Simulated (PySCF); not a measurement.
# [OsH4(NO)]−: forces at shaken geometries

Aim: move all atoms of relaxed [OsH4(NO)]− at random and read energies and forces. It is a constructed species; whether it can be made isn't addressed.

The runs use PySCF 2.14.0; TPSS, Os def2-SVP with ECP60, H def2-SVP, N def2-SVP, O def2-SVP; scalar-relativistic core potentials, no spin–orbit coupling.

4 further runs of the same task are left out: 2 for a known fault of the program, 1 that didn't finish, 1 set aside as unsound or not needed.

### Step 1. The system as given

7 atoms, charge -1, spin multiplicity 1.

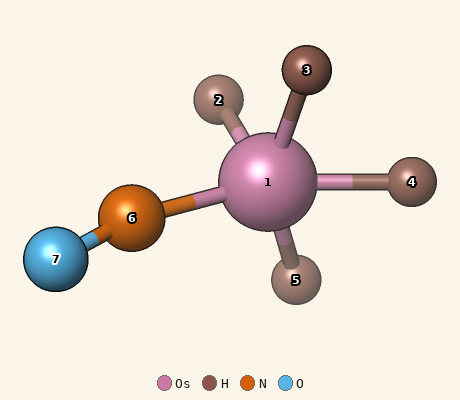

The structure; osmium pink, hydrogen brown, nitrogen orange, oxygen blue; atoms are numbered from 1 in the order of the file.

Geometry (Å):

```csv
atom,x (Å),y (Å),z (Å)
Os1,0.0000,0.2077,-0.0527
H2,0.0000,0.1347,1.5387
H3,1.6514,0.6360,-0.0458
H4,0.0000,1.8575,-0.5407
H5,-1.6514,0.6360,-0.0458
N6,0.0000,-1.5687,-0.2144
O7,0.0000,-2.6849,-0.6697
```

Formal oxidation states: Os +2. An earlier session relaxed this geometry at TPSS, Os def2-SVP with ECP60, H def2-SVP, N def2-SVP, O def2-SVP (singlet, point group Cs).

Its energy there is -222.998592 Eh.

### Step 2. Atoms moved at random, σ = 0.15 Å

Contents of run.py (the lines that set the calculation):

```python
mol = gto.M(atom='''
Os    -0.45683     0.08516    -0.00387
H     -0.09278    -0.08191     1.54968
H      1.64881     0.71830    -0.16064
H      0.21130     1.88093    -0.51594
H     -1.32791     0.62033     0.18011
N     -0.07441    -1.38038    -0.22486
O      0.09182    -2.62412    -0.85490''',
    basis={'Os': 'def2-SVP', 'H': 'def2-SVP', 'N': 'def2-SVP', 'O': 'def2-SVP'},
    ecp={'Os': 'def2-SVP'},
    charge=-1, spin=0)
mf = dft.RKS(mol, xc='TPSS')
mf.grids.atom_grid = (50, 194)
mf = mf.density_fit()  # fitting sets: Os def2-universal-JKFIT, H def2-universal-JKFIT, N def2-universal-JKFIT, O def2-universal-JKFIT
mf.conv_tol = 1e-08; mf.max_cycle = 55
mf.kernel(dm0)  # dm0: the density of the relaxed state
```

Run with:

```
$ OMP_NUM_THREADS=2 python run.py
```

Output:

```text
init E= -222.379951053862
  HOMO = -0.16521921684043  LUMO = -0.0752968925903878  gap/eV = 2.44691
cycle= 1 E= -222.14636837331  delta_E= 0.234  |g|= 0.996  |ddm|= 2.37
  HOMO = 0.178096060506078  LUMO = 0.211546812288532  gap/eV = 0.91024
cycle= 2 E= -215.741220086866  delta_E= 6.41  |g|= 4.11  |ddm|= 8.52
  HOMO = 0.10305767633352  LUMO = 0.131266199349305  gap/eV = 0.76759
cycle= 3 E= -221.794454048838  delta_E= -6.05  |g|= 1.51  |ddm|=  8.1
  HOMO = 0.0137854292847059  LUMO = 0.0661754084050905  gap/eV = 1.42560
cycle= 4 E= -222.029026226256  delta_E= -0.235  |g|= 1.38  |ddm|= 2.37
  HOMO = 0.00114455829961192  LUMO = 0.068961426084428  gap/eV = 1.84539
cycle= 5 E= -222.449275490155  delta_E= -0.42  |g|= 0.176  |ddm|= 1.17
  HOMO = 0.00744858234060936  LUMO = 0.0682745648527352  gap/eV = 1.65516
cycle= 6 E= -222.433327401862  delta_E= 0.0159  |g|= 0.295  |ddm|= 0.615
  HOMO = -0.001901400154741  LUMO = 0.0660941338043745  gap/eV = 1.85025
cycle= 7 E= -222.458846648641  delta_E= -0.0255  |g|= 0.0815  |ddm|= 0.313
  HOMO = -0.000710297660273466  LUMO = 0.0676062752488361  gap/eV = 1.85899
cycle= 8 E= -222.460835424965  delta_E= -0.00199  |g|= 0.021  |ddm|= 0.11
  HOMO = -0.00161211001330536  LUMO = 0.0672667457977622  gap/eV = 1.87429
cycle= 9 E= -222.460909350444  delta_E= -7.39e-05  |g|= 0.00905  |ddm|= 0.0312
  HOMO = -0.00155334115897522  LUMO = 0.0672802934277683  gap/eV = 1.87306
cycle= 10 E= -222.460935992449  delta_E= -2.66e-05  |g|= 0.00229  |ddm|= 0.0118
  HOMO = -0.00150731506614156  LUMO = 0.0672672976342529  gap/eV = 1.87145
cycle= 11 E= -222.460937940374  delta_E= -1.95e-06  |g|= 0.000442  |ddm|= 0.00387
  HOMO = -0.00151108622808492  LUMO = 0.0672605113384643  gap/eV = 1.87137
cycle= 12 E= -222.460937989019  delta_E= -4.86e-08  |g|= 6.15e-05  |ddm|= 0.00057
  HOMO = -0.00151059809510437  LUMO = 0.0672597652279532  gap/eV = 1.87134
cycle= 13 E= -222.460937989973  delta_E= -9.54e-10  |g|= 1.45e-05  |ddm|= 0.00011
  HOMO = -0.00151087755681783  LUMO = 0.0672613169715153  gap/eV = 1.87139
Extra cycle  E= -222.460937989399  delta_E= 5.74e-10  |g|= 5e-05  |ddm|= 8.27e-05
converged SCF energy = -222.460937989399
```

Run time: 3.6 s. Hardware: 2 threads of Arm Neoverse V1, shared host.

Result: E = -222.460938 Eh (+14.630 eV from the relaxed state), HOMO -0.04 eV, LUMO 1.83 eV, Mulliken charge on Os1 +0.31 e, largest force component 45.666 eV/Å. 

```csv
atom,Fx,Fy,Fz (eV/Å)
Os1,45.666,-0.909,-5.228
H2,-0.499,0.248,0.191
H3,-2.099,-0.656,0.114
H4,-1.254,-0.742,-0.018
H5,-42.762,21.662,8.181
N6,1.256,-24.171,-5.484
O7,-0.309,4.567,2.245
```

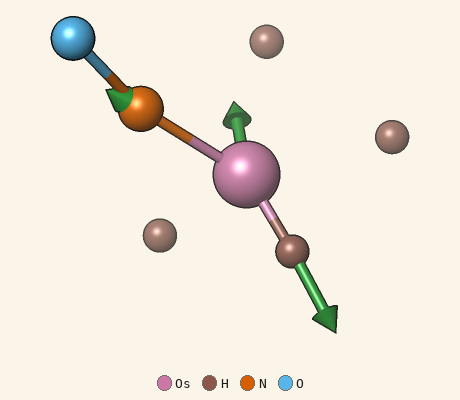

Forces as arrows, the longest for the largest force.

### Step 3. Atoms moved at random, σ = 0.15 Å

Contents of run.py (the lines that set the calculation):

```python
mol = gto.M(atom='''
Os    -0.08336     0.37123    -0.12912
H     -0.11725     0.01678     1.39830
H      1.68225     0.86476     0.11892
H      0.04124     1.82431    -0.48345
H     -1.69304     0.43796     0.00775
N      0.20876    -1.36086    -0.28137
O     -0.03861    -2.93588    -0.66146''',
    basis={'Os': 'def2-SVP', 'H': 'def2-SVP', 'N': 'def2-SVP', 'O': 'def2-SVP'},
    ecp={'Os': 'def2-SVP'},
    charge=-1, spin=0)
mf = dft.RKS(mol, xc='TPSS')
mf.grids.atom_grid = (50, 194)
mf = mf.density_fit()  # fitting sets: Os def2-universal-JKFIT, H def2-universal-JKFIT, N def2-universal-JKFIT, O def2-universal-JKFIT
mf.conv_tol = 1e-08; mf.max_cycle = 55
mf.kernel(dm0)  # dm0: the density of the relaxed state
```

Run with:

```
$ OMP_NUM_THREADS=2 python run.py
```

Output:

```text
init E= -222.541131500752
  HOMO = -0.100037229827723  LUMO = -0.0704469867421942  gap/eV = 0.80519
cycle= 1 E= -220.158440316048  delta_E= 2.38  |g|= 3.12  |ddm|= 3.13
  HOMO = 0.0393432652506469  LUMO = 0.0955254938854075  gap/eV = 1.52880
cycle= 2 E= -186.245911997239  delta_E= 33.9  |g|= 6.77  |ddm|= 30.2
  HOMO = 0.00532116977397834  LUMO = 0.0619400856416377  gap/eV = 1.54068
cycle= 3 E= -222.297504882374  delta_E= -36.1  |g|=  1.4  |ddm|= 30.1
  HOMO = -0.0042076569759999  LUMO = 0.0580362229856277  gap/eV = 1.69374
cycle= 4 E= -216.525984796664  delta_E= 5.77  |g|= 3.61  |ddm|= 3.76
  HOMO = 0.0436477339118504  LUMO = 0.0963864153769798  gap/eV = 1.43509
cycle= 5 E= -219.824051635938  delta_E= -3.3  |g|= 3.22  |ddm|= 4.23
  HOMO = 0.0287284932645804  LUMO = 0.0705363542216375  gap/eV = 1.13765
cycle= 6 E= -220.094960115247  delta_E= -0.271  |g|= 3.09  |ddm|= 0.368
  HOMO = 0.0244561991260213  LUMO = 0.0611275767621464  gap/eV = 0.99788
cycle= 7 E= -220.24446385854  delta_E= -0.15  |g|=    3  |ddm|= 0.227
  HOMO = 0.0232820751729435  LUMO = 0.0592352298627823  gap/eV = 0.97834
cycle= 8 E= -220.212067190197  delta_E= 0.0324  |g|= 3.02  |ddm|= 0.0712
  HOMO = 0.023384232741865  LUMO = 0.0552578294994035  gap/eV = 0.86732
cycle= 9 E= -220.074475295092  delta_E= 0.138  |g|= 3.08  |ddm|= 0.21
  HOMO = 0.0333141190065689  LUMO = 0.0542729574139997  gap/eV = 0.57032
cycle= 10 E= -220.779811502374  delta_E= -0.705  |g|= 2.72  |ddm|= 0.765
  HOMO = 0.0237409018679706  LUMO = 0.0531491556646628  gap/eV = 0.80024
...
cycle= 22 E= -222.845107882108  delta_E= -0.0864  |g|= 0.196  |ddm|= 0.491
  HOMO = -0.0172050652805968  LUMO = 0.0419425814110106  gap/eV = 1.60949
cycle= 23 E= -222.84138854672  delta_E= 0.00372  |g|= 0.222  |ddm|= 0.218
  HOMO = -0.0180976290118149  LUMO = 0.0411467686063389  gap/eV = 1.61212
cycle= 24 E= -222.845396074135  delta_E= -0.00401  |g|= 0.181  |ddm|= 0.126
  HOMO = -0.0185704957100654  LUMO = 0.0429805451367073  gap/eV = 1.67489
cycle= 25 E= -222.852773444048  delta_E= -0.00738  |g|= 0.0699  |ddm|= 0.127
  HOMO = -0.0190484033012798  LUMO = 0.0422604298262463  gap/eV = 1.66830
cycle= 26 E= -222.853876368808  delta_E= -0.0011  |g|= 0.0169  |ddm|= 0.0544
  HOMO = -0.0190508523682709  LUMO = 0.042534601969642  gap/eV = 1.67583
cycle= 27 E= -222.853961019605  delta_E= -8.47e-05  |g|= 0.00289  |ddm|= 0.0194
  HOMO = -0.0191292761588926  LUMO = 0.0424486282376613  gap/eV = 1.67562
cycle= 28 E= -222.853963479988  delta_E= -2.46e-06  |g|= 0.000614  |ddm|= 0.00342
  HOMO = -0.0191134463140639  LUMO = 0.0424653182692616  gap/eV = 1.67564
cycle= 29 E= -222.85396356294  delta_E= -8.3e-08  |g|= 0.000236  |ddm|= 0.000799
  HOMO = -0.0191148401099464  LUMO = 0.0424644587929848  gap/eV = 1.67566
cycle= 30 E= -222.85396357842  delta_E= -1.55e-08  |g|= 4.22e-05  |ddm|= 0.000212
  HOMO = -0.0191142281260657  LUMO = 0.0424644867024888  gap/eV = 1.67564
cycle= 31 E= -222.853963578852  delta_E= -4.32e-10  |g|= 3.15e-06  |ddm|= 3.83e-05
  HOMO = -0.0191145890331619  LUMO = 0.0424644489286834  gap/eV = 1.67565
Extra cycle  E= -222.85396357872  delta_E= 1.32e-10  |g|= 2.36e-05  |ddm|= 2.15e-05
converged SCF energy = -222.85396357872
```

It took 6.3 s on 2 threads of Arm Neoverse V1, shared host.

Result: E = -222.853964 Eh (+3.936 eV from the relaxed state), HOMO -0.52 eV, LUMO 1.16 eV, Mulliken charge on Os1 +0.10 e, largest force component 6.966 eV/Å. 

```csv
atom,Fx,Fy,Fz (eV/Å)
Os1,4.002,-5.915,2.060
H2,-0.116,0.430,0.626
H3,-1.358,0.092,-0.258
H4,-0.327,4.979,-1.646
H5,-1.211,0.711,-0.086
N6,-2.665,-6.966,-1.924
O7,1.675,6.669,1.228
```

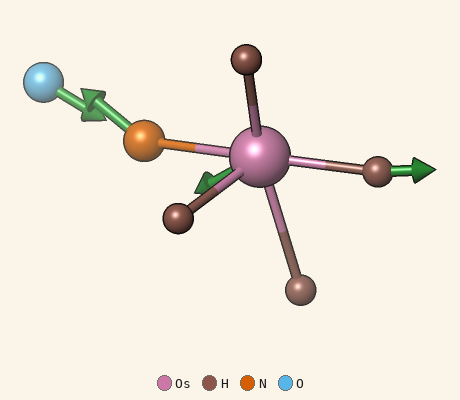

Forces as arrows, the longest for the largest force.

### Step 4. Atoms moved at random, σ = 0.15 Å

Contents of run.py (the lines that set the calculation):

```python
mol = gto.M(atom='''
Os     0.10736     0.29420     0.04580
H     -0.14037    -0.16881     1.73299
H      1.64841     0.26773    -0.11413
H      0.11246     1.71586    -0.41492
H     -1.70600     0.86656    -0.14473
N      0.12904    -1.32661    -0.32539
O     -0.15091    -2.43059    -0.81005''',
    basis={'Os': 'def2-SVP', 'H': 'def2-SVP', 'N': 'def2-SVP', 'O': 'def2-SVP'},
    ecp={'Os': 'def2-SVP'},
    charge=-1, spin=0)
mf = dft.RKS(mol, xc='TPSS')
mf.grids.atom_grid = (50, 194)
mf = mf.density_fit()  # fitting sets: Os def2-universal-JKFIT, H def2-universal-JKFIT, N def2-universal-JKFIT, O def2-universal-JKFIT
mf.conv_tol = 1e-08; mf.max_cycle = 55
mf.kernel(dm0)  # dm0: the density of the relaxed state
```

Run with:

```
$ OMP_NUM_THREADS=2 python run.py
```

Output:

```text
init E= -222.898597822943
  HOMO = -0.037428207251665  LUMO = 0.0323865550549449  gap/eV = 1.89976
cycle= 1 E= -222.892747162078  delta_E= 0.00585  |g|= 0.393  |ddm|= 1.15
  HOMO = 0.00377614104041339  LUMO = 0.0565689789601471  gap/eV = 1.43657
cycle= 2 E= -222.104602088514  delta_E= 0.788  |g|= 1.84  |ddm|= 1.74
  HOMO = 0.027676989407194  LUMO = 0.0833360374780803  gap/eV = 1.51456
cycle= 3 E= -222.906461775219  delta_E= -0.802  |g|= 0.321  |ddm|= 1.59
  HOMO = 0.00582883341049367  LUMO = 0.0686160175121557  gap/eV = 1.70853
cycle= 4 E= -222.928466748443  delta_E= -0.022  |g|= 0.0758  |ddm|= 0.322
  HOMO = 0.00498284751213518  LUMO = 0.0687211283455937  gap/eV = 1.73441
cycle= 5 E= -222.928154843275  delta_E= 0.000312  |g|= 0.0832  |ddm|= 0.104
  HOMO = 0.00600905001149954  LUMO = 0.069012745954911  gap/eV = 1.71442
cycle= 6 E= -222.929601439049  delta_E= -0.00145  |g|= 0.0116  |ddm|= 0.0609
  HOMO = 0.00578080951742876  LUMO = 0.0687924744458925  gap/eV = 1.71463
cycle= 7 E= -222.929625044558  delta_E= -2.36e-05  |g|= 0.00472  |ddm|= 0.0121
  HOMO = 0.00608238820722917  LUMO = 0.0690241469462762  gap/eV = 1.71273
cycle= 8 E= -222.929630110356  delta_E= -5.07e-06  |g|= 0.00138  |ddm|= 0.00504
  HOMO = 0.0060874800780546  LUMO = 0.0690200714266105  gap/eV = 1.71248
cycle= 9 E= -222.929630601432  delta_E= -4.91e-07  |g|= 0.000275  |ddm|= 0.00133
  HOMO = 0.00608843876873166  LUMO = 0.0690253714597588  gap/eV = 1.71260
cycle= 10 E= -222.929630618179  delta_E= -1.67e-08  |g|= 7.71e-05  |ddm|= 0.000277
  HOMO = 0.00608940233431809  LUMO = 0.0690249664637719  gap/eV = 1.71256
cycle= 11 E= -222.92963061942  delta_E= -1.24e-09  |g|= 2.11e-05  |ddm|= 8.1e-05
  HOMO = 0.00609049096139813  LUMO = 0.0690247164387685  gap/eV = 1.71253
Extra cycle  E= -222.929630617598  delta_E= 1.82e-09  |g|= 9.03e-05  |ddm|= 9.79e-05
converged SCF energy = -222.929630617598
```

It took 3.3 s on 2 threads of Arm Neoverse V1, shared host.

Result: E = -222.929631 Eh (+1.877 eV from the relaxed state), HOMO 0.17 eV, LUMO 1.88 eV, Mulliken charge on Os1 +0.07 e, largest force component 7.539 eV/Å. The highest filled level lies above zero; it isn't the detachment energy.

```csv
atom,Fx,Fy,Fz (eV/Å)
Os1,-3.130,-0.413,4.629
H2,0.089,0.589,-1.884
H3,2.866,0.890,0.001
H4,0.207,5.194,-2.201
H5,1.136,-0.328,0.672
N6,-2.486,-7.539,-1.354
O7,1.318,1.608,0.137
```

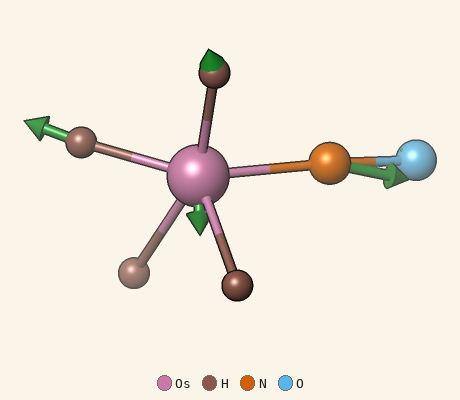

Forces as arrows, the longest for the largest force.

### Step 5. The displacements side by side

| σ (Å) | energy rise (eV) | harmonic estimate −½ F·u (eV) | largest force component (eV/Å) |
| --- | --- | --- | --- |
| 0.15 | 14.630 | 19.217 | 45.67 |
| 0.15 | 3.936 | 2.809 | 6.97 |
| 0.15 | 1.877 | 1.904 | 7.54 |

Every displacement raises the energy. For a harmonic well the rise equals −½ F·u; the two differ by at most 31 % here (a move with σ = 0.15 Å), from anharmonicity, the grid and the small forces left at the relaxed point. The largest moves cost over 1 eV, far outside the harmonic range, so agreement there can come from errors that cancel between squeezed and stretched bonds. The bases are small and lack diffuse functions. Spin–orbit coupling is left out.
